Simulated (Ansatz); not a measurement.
## Electronic structure of F2GeH2O···HF in real space

```
atom    x (Å)    y (Å)    z (Å)
  Ge  -0.3565   0.2522   0.0331
   O  -0.7430   0.1547   1.7171
   H  -0.2882  -0.6094   2.1177
   F   1.3314  -0.2281  -0.1127
   H  -0.5688   1.6191  -0.5880
   F  -1.1521  -0.9699  -0.8807
   F   1.1273  -1.8386   1.8481
   H   1.5241  -1.3807   1.1316
```

These are results of Ansatz, RKS PBE0-D4/def2-SVP, not measurements.

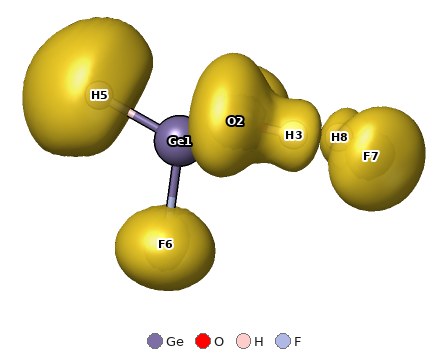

Figure 1. Isosurface of the ELF at 0.75 (yellow), seen from one side. Only the valence region is drawn (cores and ρ < 0.01 e/Å³ removed).

Where are the electrons localised?

Answer. The ELF exceeds this value in one region around a hydrogen nucleus, two regions wrapped around F (the valence shell of each), one joined region spread over several atoms (F, H), in which their bonds and any lone pairs are merged and one joined region spread over several atoms (H, O), in which their bonds and any lone pairs are merged.


F4···H8 (1.71 Å): the ELF dips to about 0.10 between them (by its geometry a hydrogen bond between the two molecules, with no shared pair). Ge–F (1.72 Å): the ELF peaks at about 0.80 in the valence shell of F, 0.5 Å from its nucleus, and is about 0.25 at the midpoint.

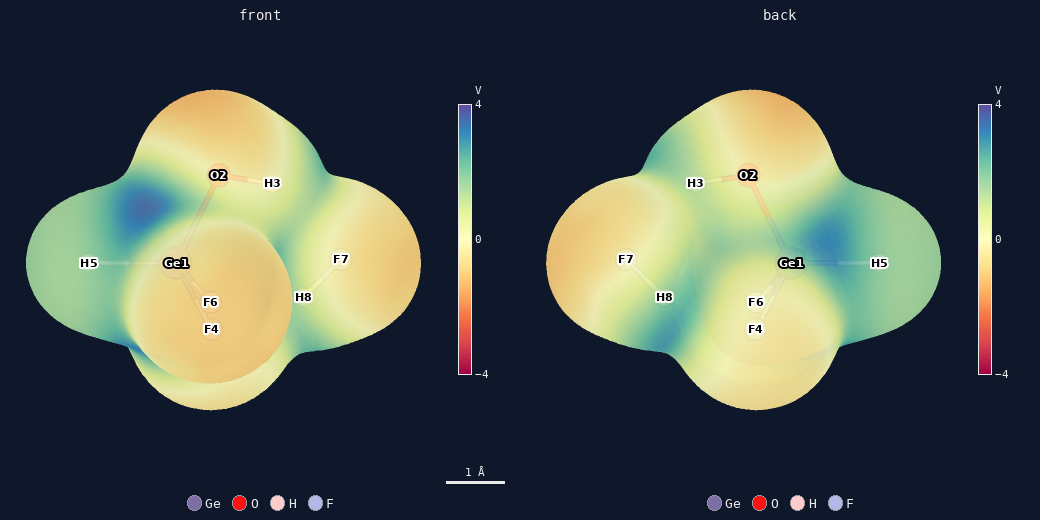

Figure 2. The electrostatic potential painted on the density surface at 0.004 e/bohr³, seen from the front and from behind; red is negative and blue positive.

Which sites attract a positive test charge, and which a negative one?

Answer. A positive charge is drawn to the negative regions and a negative charge to the positive ones. The most negative region (about −1.3 V, or −30 kcal/mol for a unit charge) lies over O2, the most positive (about +3.3 V, or +76 kcal/mol for a unit charge) over Ge1. O2 is the likeliest acceptor of a hydrogen bond.

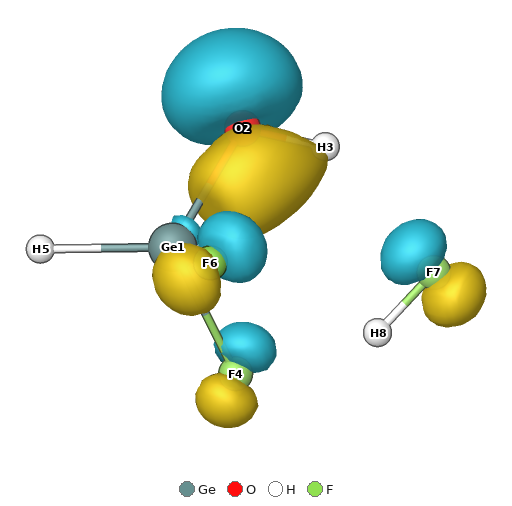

Figure 3. The HOMO−1 at ±0.2 Å⁻³ᐟ² (yellow and cyan are the two phases), seen at a tilt.

What is the character of this orbital?

Answer. It lies mainly on O2 (about 60 %), F6 (about 10 %), Ge1 (about 10 %) and F7 (about 10 %). Its energy is −10.66 eV.

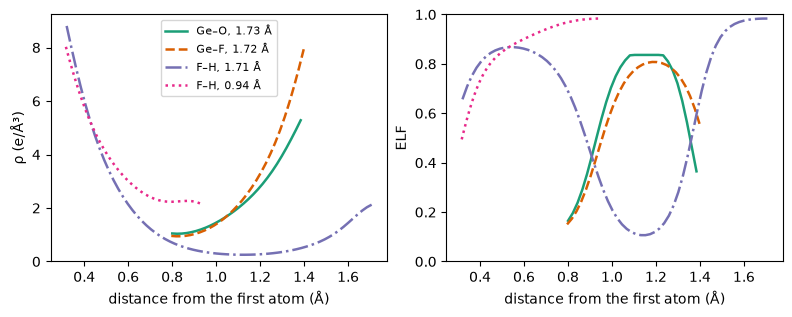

Figure 4. Electron density and electron localisation function along straight lines between neighbouring atoms. The curves leave out the atomic cores.

What can be read from the curves?

Answer. Ge–O (1.73 Å): ρ is about 1.1 e/Å³ halfway; the ELF peaks at about 0.85 in the valence shell of O, 0.6 Å from its nucleus, and is about 0.30 at the midpoint.
Ge–F (1.72 Å): ρ is about 0.96 e/Å³ halfway; the ELF peaks at about 0.80 in the valence shell of F, 0.5 Å from its nucleus, and is about 0.25 at the midpoint.
F4···H8 (1.71 Å): the density falls to about 0.25 e/Å³ on the way; the ELF dips to about 0.10 between them (a closed-shell contact with the geometry of a hydrogen bond).
F–H (0.94 Å): ρ at the midpoint is about 4.5 e/Å³; the ELF climbs to about 1 towards the hydrogen, as it does in any bond to H; an ordinary covalent bond to hydrogen.
